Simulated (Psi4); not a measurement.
# CF4 (SMILES FC(F)(F)F) at BHLYP/aug-cc-pVDZ

What is the vertical singlet–triplet gap of CF4 at BHLYP/aug-cc-pVDZ? 

The results are computed with Psi4 1.11.

4 further runs of the same task are left out: 2 that didn't finish, 2 set aside as unsound or not needed.

### Step 1. The structure to begin with

The species is CF4 (5 atoms), meant as a singlet with charge 0. SMILES: `FC(F)(F)F`. The coordinates come from a PBE0-D4/def2-TZVP relaxation.

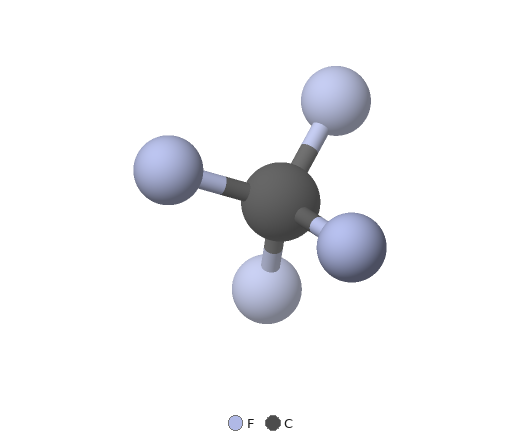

The structure, seen from a chosen angle (fluorine light blue, carbon dark grey).

### Step 2. The energy at BHLYP/aug-cc-pVDZ

job.py reads:

```python
import psi4

psi4.set_memory(1600000000)
psi4.set_num_threads(1)
psi4.core.set_output_file('cf4.out', False)

molecule = psi4.geometry("""
F     -1.60645618     0.04781007     1.86988400
C      0.01889726    -0.02777897    -0.01568473
F      2.18735799    -0.94731971     0.79387394
F     -0.87683292    -1.48532473    -1.82585338
F      0.37152016     2.27334053    -0.90083244
units bohr
symmetry c1
no_reorient
no_com
""")

psi4.set_options({
    'basis': 'aug-cc-pVDZ',
    'reference': 'rks',
    'puream': True,
    'e_convergence': 1e-09,
    'd_convergence': 1e-08,
    'scf_type': 'pk',
    'dft_radial_points': 99,
    'dft_spherical_points': 590,
})

e_tot, wfn = psi4.energy('bhhlyp', return_wfn=True)
psi4.oeprop(wfn, 'MULLIKEN_CHARGES', 'QUADRUPOLE', 'LOWDIN_CHARGES', title='BHHLYP')
print('E =', round(e_tot, 9))
```

Launch:

```sh
$ python job.py
```

cf4.out, shortened:

```text
[...]
  Running in c1 symmetry.
[...]
  Nuclear repulsion =  206.220055342122350
[...]
  Multiplicity = 1
[...]
  Nalpha       = 21
  Nbeta        = 21
[...]
    Number of basis functions: 115
[...]
   @RKS iter   1:  -437.27258659284735   -1.62691e-01   5.07576e-03 DIIS/ADIIS
[...]
   @RKS iter   9:  -437.38170794158293   -1.33582e-11   3.97750e-09 DIIS
[...]
    Orbital Energies [Eh]
    ---------------------
    Doubly Occupied:
       1A    -25.404316     2A    -25.404310     3A    -25.404295
       4A    -25.404276     5A    -10.963812     6A     -1.566714
       7A     -1.445642     8A     -1.445623     9A     -1.445599
      10A     -0.862638    11A     -0.758878    12A     -0.758870
      13A     -0.758863    14A     -0.624499    15A     -0.624494
      16A     -0.588159    17A     -0.588152    18A     -0.588145
      19A     -0.548930    20A     -0.548920    21A     -0.548915
[...]
  @RKS Final Energy:  -437.38170794158293
   => Energetics <=
    Nuclear Repulsion Energy =            206.2200553421223503
    One-Electron Energy =               -1017.0613566641410443
    Two-Electron Energy =                 397.8889475610424711
    DFT Exchange-Correlation Energy =     -24.4293541806067154
    Empirical Dispersion Energy =           0.0000000000000000
    VV10 Nonlocal Energy =                  0.0000000000000000
    Total Energy =                       -437.3817079415829312
[...]
 Multipole Moments:
 ------------------------------------------------------------------------------------
     Multipole            Electronic (a.u.)      Nuclear  (a.u.)        Total (a.u.)
 ------------------------------------------------------------------------------------
 L = 1.  Multiply by 2.5417464519 to convert [e a0] to [Debye]
 Dipole X            :         -0.7936931            0.7936850           -0.0000081
 Dipole Y            :          1.1702844           -1.1701184            0.0001660
 Dipole Z            :          0.6605682           -0.6604593            0.0001089
 Magnitude           :                                                    0.0001987
 L = 2.  Multiply by 1.3450342976 to convert [e a0^2] to [Debye ang]
 Quadrupole XX       :        -93.5099694           74.4510393          -19.0589300
 Quadrupole XY       :          0.0207409           -0.0207776           -0.0000367
[...]
  Mulliken Charges: (a.u.)
   Center  Symbol    Alpha    Beta     Spin     Total
       1     F     4.70576  4.70576  0.00000 -0.41151
       2     C     2.17692  2.17692  0.00000  1.64616
       3     F     4.70577  4.70577  0.00000 -0.41155
       4     F     4.70579  4.70579  0.00000 -0.41158
       5     F     4.70576  4.70576  0.00000 -0.41152
   Total alpha = 21.00000, Total beta = 21.00000, Total charge = -0.00000
  Lowdin Charges: (a.u.)
   Center  Symbol    Alpha    Beta     Spin     Total
       1     F     4.43199  4.43199  0.00000  0.13603
[...]
```

The script printed:

```text
E = -437.381707942
```

Wall time 20 s (1 thread of AMD EPYC 7R43 (Zen 3), shared host); peak memory 0.69 GiB.

### Step 3. The triplet: energy and gradient at UBHLYP/aug-cc-pVDZ

job.inp reads:

```
memory 1600 mb

molecule molecule1 {
  0 3
  F     -0.850100     0.025300     0.989500
  C      0.010000    -0.014700    -0.008300
  F      1.157500    -0.501300     0.420100
  F     -0.464000    -0.786000    -0.966200
  F      0.196600     1.203000    -0.476700
  units angstrom
  symmetry c1
  no_reorient
  no_com
}

set basis aug-cc-pVDZ
set reference uks
set puream true
set e_convergence 1e-09
set d_convergence 1e-08
set scf_type pk
set dft_radial_points 99
set dft_spherical_points 590
set maxiter 100

e, wfn = gradient('bhhlyp', return_wfn=True)
oeprop(wfn, 'QUADRUPOLE', 'MULLIKEN_CHARGES', 'DIPOLE', title='BHHLYP')
print_variables()
```

Launch:

```sh
$ psi4 job.inp job.out -n 1
```

job.out, shortened:

```text
[...]
  Running in c1 symmetry.
[...]
  Nuclear repulsion =  206.220055212762873
[...]
  Multiplicity = 3
[...]
  Nalpha       = 22
  Nbeta        = 20
[...]
    Number of basis functions: 115
[...]
   @UKS iter   1:  -436.81285016912040    2.97045e-01   4.18918e-03 DIIS/ADIIS
[...]
   @UKS iter  43:  -436.90893273884666   -3.50724e-11   7.17336e-09 DIIS
[...]
   @S^2 Observed:                2.014655444E+00
[...]
  @UKS Final Energy:  -436.90893273884666
   => Energetics <=
    Nuclear Repulsion Energy =            206.2200552127628725
    One-Electron Energy =               -1011.7806563790516066
    Two-Electron Energy =                 392.9064371488190659
    DFT Exchange-Correlation Energy =     -24.2547687213769656
    Empirical Dispersion Energy =           0.0000000000000000
    VV10 Nonlocal Energy =                  0.0000000000000000
    Total Energy =                       -436.9089327388466586
[...]
  -Total Gradient:
     Atom            X                  Y                   Z
    ------   -----------------  -----------------  -----------------
       1       -0.012810975202     0.002240560732     0.014520647782
       2        0.052690965333    -0.098202859194    -0.041249583395
       3       -0.045503712687     0.034411667198    -0.004843473669
       4        0.003941382899     0.043021350520     0.037356102641
       5        0.001680522917     0.018545936254    -0.005786325176
[...]
 Multipole Moments:
 ------------------------------------------------------------------------------------
     Multipole            Electronic (a.u.)      Nuclear  (a.u.)        Total (a.u.)
 ------------------------------------------------------------------------------------
 L = 1.  Multiply by 2.5417464519 to convert [e a0] to [Debye]
 Dipole X            :         -1.0744235            0.7936850           -0.2807386
 Dipole Y            :          1.6928981           -1.1701184            0.5227797
 Dipole Z            :          0.8800932           -0.6604593            0.2196339
 Magnitude           :                                                    0.6327336
 L = 2.  Multiply by 1.3450342976 to convert [e a0^2] to [Debye ang]
 Quadrupole XX       :        -99.0871662           74.4510393          -24.6361269
 Quadrupole XY       :          0.3554868           -0.0207776            0.3347092
[...]
```

Run time: 2.2 min. Hardware: 1 thread of AMD EPYC 7R43 (Zen 3), shared host; peak memory 0.69 GiB.

### Step 4. What came out

Level: BHLYP/aug-cc-pVDZ.

```
                                        quantity          value
                           singlet: total energy  -437.38171 Eh
                          singlet: dipole moment         0.00 D
                            singlet: HOMO energy      -14.94 eV
                            singlet: LUMO energy        0.86 eV
                          singlet: HOMO–LUMO gap       15.80 eV
                           triplet: total energy  -436.90893 Eh
                          triplet: dipole moment         1.61 D
     triplet: HOMO energy (highest over α and β)       -2.52 eV
                                   triplet: ⟨S²⟩          2.015
               triplet: largest force on an atom     6.111 eV/Å
vertical energy of the triplet above the singlet      12.865 eV
```

At this shape the triplet lies 12.86 eV (1241 kJ/mol) above the singlet.
